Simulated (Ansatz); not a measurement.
Amorphous Si30N40W

Preparation: random packing, a CHGNet melt and quench, and a DFT relaxation. N atoms were pushed apart under 1.9 Å during the dynamics, to hinder bonds among them. The hot cell started wider than the set density and was brought back towards it in steps. It is the lowest in DFT energy of 2 quenches. It is a model cell: composition and starting density were chosen by hand, and all elements were melted together. No dispersion term was used.

Methods: PBE, scalar-relativistic without spin-orbit coupling (Ansatz, a quantum-chemistry and plane-wave program); r2SCAN, scalar-relativistic without spin-orbit coupling (Ansatz); HSE06, scalar-relativistic without spin-orbit coupling (Ansatz). Geometry, pressure, stress and energy are those of the PBE run. Its sampling: a 2×2×2 Γ-centred mesh; Fermi-Dirac width 0.02 eV; no spin polarisation. Other functionals are single points at the zone centre (r2SCAN at 500 eV; exact exchange cut at the cell's faces), free to take moments where seeds were set. The usual formal charges leave 6 electrons over, so the level spacing at the Fermi energy parts defect or band states and needn't be the band gap. At PBE the levels at both edges of the gap are localised (band-tail or defect states), and the nearest spread-out levels lie 3.1 eV apart at the zone centre.

```json
{
  "number_of_atoms_in_the_cell": "71",
  "Density (volume relaxed, without dispersion)": "3.26 g/cm³",
  "volume_per_atom": "11.39 Å³",
  "Pressure on a 2×2×2 Γ-centred mesh": "0.08 GPa",
  "Largest force and stress component on that mesh (the relaxation ran on the zone centre alone)": "0.19 eV/Å and 0.2 GPa",
  "Energy relative to beta Si3N4 + bcc W (lowest mix at this level among the phases computed, not always the ambient ones)": "0.379 eV/atom",
  "Level spacing at the Fermi energy on a 2×2×2 Γ-centred mesh (PBE)": "0.94 eV",
  "Level spacing at the Fermi energy at the zone centre (PBE)": "1.00 eV",
  "Level spacing at the Fermi energy at the zone centre (r2SCAN)": "1.31 eV",
  "Level spacing at the Fermi energy at the zone centre (HSE06)": "2.23 eV"
}
```

Cut-offs for bonds: Si-Si 2.60 Å, Si-N 2.20 Å, Si-W 2.74 Å, N-N 1.70 Å, N-W 2.56 Å, W-W 3.04 Å. Two cations that share two anions don't count as bonded, nor two that share one unless they lie closer than Si-Si 2.38 Å, Si-W 2.66 Å, W-W 2.95 Å.

```
Item                                                                                                            Value
---------------------------------  ----------------------------------------------------------------------------------
Mean coordination of Si by anions  3.93 (3 with 3, 26 with 4, 1 with 5); 3 close contacts or bonds to cations besides
Mean coordination of N                                                           3.08 (2 with 2, 33 with 3, 5 with 4)
Mean coordination of W by anions                        5.00 (1 with 5); 1 close contacts or bonds to cations besides
Mean Si-N bond                                                                  1.775 Å (spread 0.080 Å, 118 counted)
Mean N-W bond                                                                     2.096 Å (spread 0.174 Å, 5 counted)
```

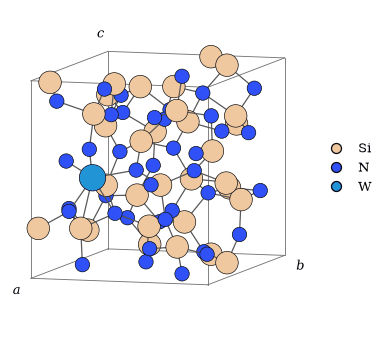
The relaxed cell

Its density started from a set value of 3.27 g/cm³. The simulated quench (nominally 300 K/ps over its main leg) is rapid and tends to freeze in more defects than a deposited or slowly cooled glass has. Values belong to this one cell and scatter from quench to quench. Volume and shape were free in the relaxation. On a 2×2×2 Γ-centred mesh force components of up to 0.19 eV/Å stay, since the relaxation ran on the zone centre alone.
